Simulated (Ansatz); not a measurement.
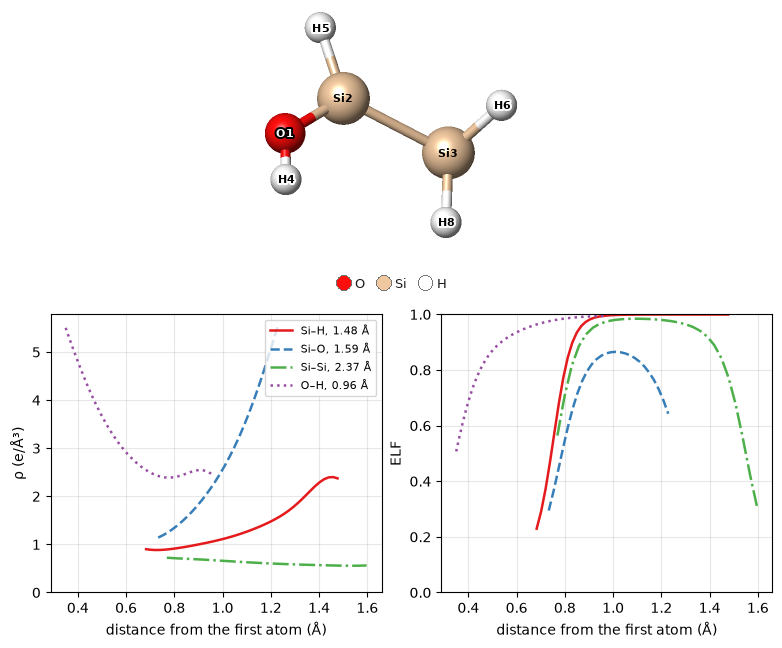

The picture shows: H5OSi2 (SMILES [OH+]=[SiH][SiH3]) (charge +1). Electron density and electron localisation function along straight lines between neighbouring atoms. The curves leave out the atomic cores. The structure is drawn too.

Geometry: PBE0-D4/def2-TZVP.

All numbers below come from RKS PBE0-D4/def2-TZVPP in Ansatz.

Input

```
crystal:
  periodic: [false, false, false]
  atoms:
    - {symbol: O, position_ang: [-1.652109, 0.549430, -1.292896]}
    - {symbol: Si, position_ang: [-0.229982, 0.801489, -0.639840]}
    - {symbol: Si, position_ang: [0.830289, -0.657075, 0.892048]}
    - {symbol: H, position_ang: [-2.229466, -0.207893, -1.141985]}
    - {symbol: H, position_ang: [0.288608, 2.083381, -1.157556]}
    - {symbol: H, position_ang: [1.028111, 0.210094, 2.075004]}
    - {symbol: H, position_ang: [2.082775, -1.005703, 0.184562]}
    - {symbol: H, position_ang: [-0.118216, -1.773713, 1.080662]}
basis:
  gaussian: {orbitals: def2-TZVPP}
total_charge: 1
hamiltonian: {xc: pbe0, dispersion: d4}
output: {orbitals: {seedname: orbitals}}
```

Launched as:

```sh
ansatz run in.yaml --threads 2 --pin off --events-out ev --progress --plain --max-ram 4352MiB
```

**Compare the contacts.**

Si–H (1.48 Å): ρ is about 0.88 e/Å³ halfway; the ELF climbs to about 1 towards the hydrogen, as it does in any bond to H.
Si–O (1.59 Å): ρ is about 1.3 e/Å³ halfway; the ELF peaks at about 0.85 between the atoms; a short, strongly polar bond.
Si–Si (2.37 Å): ρ at the midpoint is about 0.61 e/Å³; the ELF peaks at about 1 between the atoms: a shared electron pair.
O–H (0.96 Å): ρ at the midpoint is about 3.8 e/Å³; the ELF climbs to about 1 towards the hydrogen (a covalent bond by its length).
